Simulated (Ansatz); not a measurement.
# Computed against measured: atomisation enthalpy at 298 K

8 molecules without hydrogen; the atomisation enthalpy at 298 K in kJ/mol, computed less measured. Shapes, held fixed at every level: PBE0-D4/def2-TZVP. Thermal terms are harmonic and unscaled (PBE0-D4/def2-TZVP); the spin-orbit lowering of the free atoms is taken from their spectra. Programs: Ansatz 0.2.0. Measured values: Active Thermochemical Tables, CRC Handbook of Chemistry and Physics, NIST-JANAF tables.

Levels: A = HF/def2-SVP; B = wB97M-V/def2-TZVPP; C = CCSD(T)/def2-TZVPP.

```json
{"molecule": "Cl2 (chlorine)", "from tabulated heats": "243", "A": "-197", "B": "+3", "C": "-29"}
{"molecule": "AsF3 (arsenic trifluoride)", "from tabulated heats": "1326", "A": "-598", "B": "+21", "C": "-42"}
{"molecule": "BBrCl2 (bromodichloroborane)", "from tabulated heats": "1262", "A": "-306", "B": "+12", "C": "-43"}
{"molecule": "C2N2 (bisisocyanide)", "from tabulated heats": "1766", "A": "-802", "B": "+26", "C": "-94"}
{"molecule": "PF3 (phosphorus trifluoride)", "from tabulated heats": "1513", "A": "-649", "B": "+9", "C": "-80"}
{"molecule": "C3O2 (carbon suboxide)", "from tabulated heats": "2745", "A": "-957", "B": "+6", "C": "-111"}
{"molecule": "CBr3Cl (tribromochloromethane)", "from tabulated heats": "1121", "A": "-591", "B": "-28", "C": "-69"}
{"molecule": "GeCl4 (germanium tetrachloride)", "from tabulated heats": "1353", "A": "-422", "B": "+24", "C": "-24"}
```

Q: Sum up the errors.

A: 
| level | kind | mean error | mean absolute error | worst case |
| --- | --- | --- | --- | --- |
| HF/def2-SVP | Hartree–Fock | -565.2 | 565.2 | C3O2 |
| wB97M-V/def2-TZVPP | range-separated hybrid | +9.1 | 16.1 | CBr3Cl |
| CCSD(T)/def2-TZVPP | coupled cluster or CI | -61.5 | 61.5 | C3O2 |

On this set wB97M-V/def2-TZVPP has the smallest mean absolute error and HF/def2-SVP the largest. HF/def2-SVP is too low in 8 of 8; wB97M-V/def2-TZVPP is too high in 7 of 8; CCSD(T)/def2-TZVPP is too low in 8 of 8. The heats of GeCl4 come from older tables and can be uncertain by 10 kJ/mol or more. The molecules' own spin-orbit binding is left out, so errors for heavy halides read too negative. Heats of the atoms come from ATcT where it has them, that of boron, 570 kJ/mol, from recent work. The levels differ in basis as well as in method. The tabulated values of AsF3, BBrCl2 are in doubt (older tables, estimates, or at odds with other calculations) and kept here. Over the 6 molecules whose values aren't doubted the mean absolute errors are A 603.0; B 16.0; C 67.8. For HF/def2-SVP the error tends to grow with the atomisation enthalpy. Hartree–Fock lacks correlation and underbinds. Correlated wave functions converge slowly with the basis. Relativity is left out for As, Br, Ge. Outer-core shells of As, Br, Ge are correlated, in sets that cover them unevenly. The set is small.

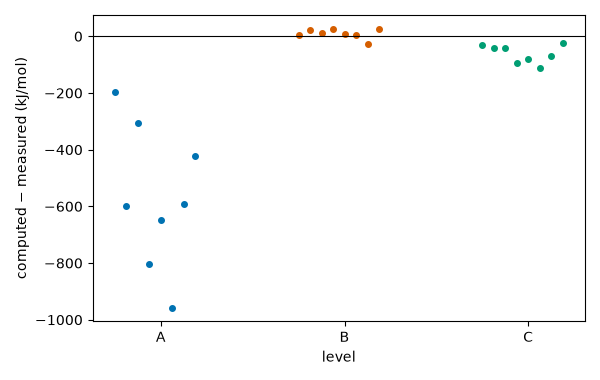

Errors of each level, one point a molecule.
